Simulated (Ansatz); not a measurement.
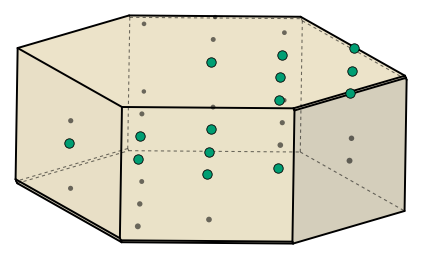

The Γ-centred 4×4×2 k-point mesh of a calculation on H18C8N4O5 (DFT PBE+D3(BJ), scalar-relativistic, plane waves, PAW (Ansatz 0.2.0)), folded into the first Brillouin zone of the 35-atom cell that was run; each point of the zone's surface is drawn once. One point of each star is marked in colour. Space group C2.

```
H C N O
1.0
     5.15900   -2.44427    0.01349
     5.15900    2.44427    0.01349
    -0.19158    0.00000   11.51423
H C N O
18 8 4 5
Direct
  0.75730 0.32990 0.76773
  0.67010 0.24270 0.23227
  0.92799 0.03138 0.60302
  0.96862 0.07201 0.39698
  0.08837 0.17726 0.94540
  0.82274 0.91163 0.05460
  0.38454 0.92598 0.86569
  0.07402 0.61546 0.13431
  0.16311 0.29957 0.82784
  0.70043 0.83689 0.17216
  0.42984 0.83264 0.52989
  0.16736 0.57016 0.47011
  0.54784 0.85316 0.67058
  0.14684 0.45216 0.32942
  0.25188 0.19070 0.59745
  0.80930 0.74812 0.40255
  0.63585 0.48411 0.04048
  0.51589 0.36415 0.95952
  0.91346 0.89333 0.82870
  0.10667 0.08654 0.17130
  0.97137 0.10069 0.77996
  0.89931 0.02863 0.22004
  0.11703 0.94213 0.66472
  0.05787 0.88297 0.33528
  0.35067 0.95497 0.61309
  0.04503 0.64933 0.38691
  0.07191 0.63242 0.77315
  0.36758 0.92809 0.22685
  0.16454 0.12337 0.85881
  0.87663 0.83546 0.14119
  0.25541 0.62761 0.68692
  0.37239 0.74459 0.31308
  0.72835 0.97065 0.91112
  0.02935 0.27165 0.08888
  0.44942 0.55058 0.00000
```

To how many irreducible points do the crystal's point group and time reversal reduce the mesh (magnetic order left aside)?

14 of 32.

List one member of each star with its weight, in the reciprocal vectors of this cell.

```json
{"k₁": "0", "k₂": "0", "k₃": "0", "weight": "1"}
{"k₁": "0", "k₂": "0", "k₃": "1/2", "weight": "1"}
{"k₁": "1/4", "k₂": "1/4", "k₃": "0", "weight": "2"}
{"k₁": "0", "k₂": "1/4", "k₃": "0", "weight": "4"}
{"k₁": "−1/4", "k₂": "−1/4", "k₃": "1/2", "weight": "2"}
{"k₁": "−1/4", "k₂": "0", "k₃": "1/2", "weight": "4"}
{"k₁": "1/4", "k₂": "1/2", "k₃": "0", "weight": "4"}
{"k₁": "1/2", "k₂": "1/2", "k₃": "0", "weight": "1"}
{"k₁": "−1/2", "k₂": "−1/4", "k₃": "1/2", "weight": "4"}
{"k₁": "−1/4", "k₂": "1/4", "k₃": "0", "weight": "2"}
{"k₁": "−1/2", "k₂": "−1/2", "k₃": "1/2", "weight": "1"}
{"k₁": "−1/4", "k₂": "1/4", "k₃": "1/2", "weight": "2"}
{"k₁": "0", "k₂": "1/2", "k₃": "0", "weight": "2"}
{"k₁": "−1/2", "k₂": "0", "k₃": "1/2", "weight": "2"}
```

How fine is the mesh?

Spacing |bᵢ|/nᵢ = 0.356, 0.356, 0.273 1/Å (2π included).
